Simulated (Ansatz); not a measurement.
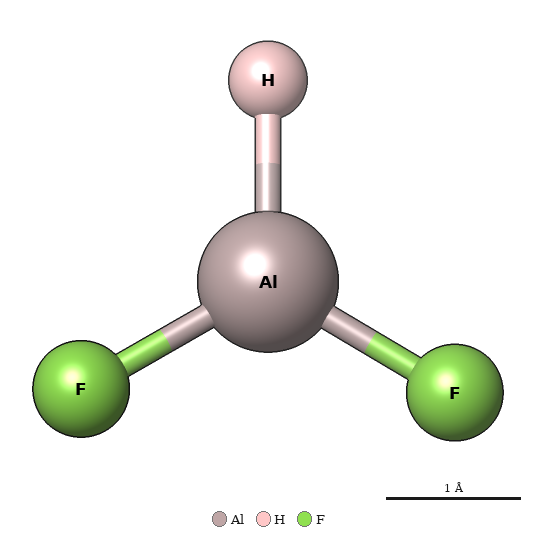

Atoms fade into the background with distance from the viewer. The geometry was computed by an optimisation with PBE0-D4/def2-TZVP. Masses are those of the most abundant isotopes; constants are for the rigid equilibrium geometry.

Classify the rotor and give the rotational constants (GHz).

An asymmetric top (C2v): A = 32.7, B = 6.74, C = 5.59 GHz. Ray's parameter κ is −0.92, close to the prolate limit.
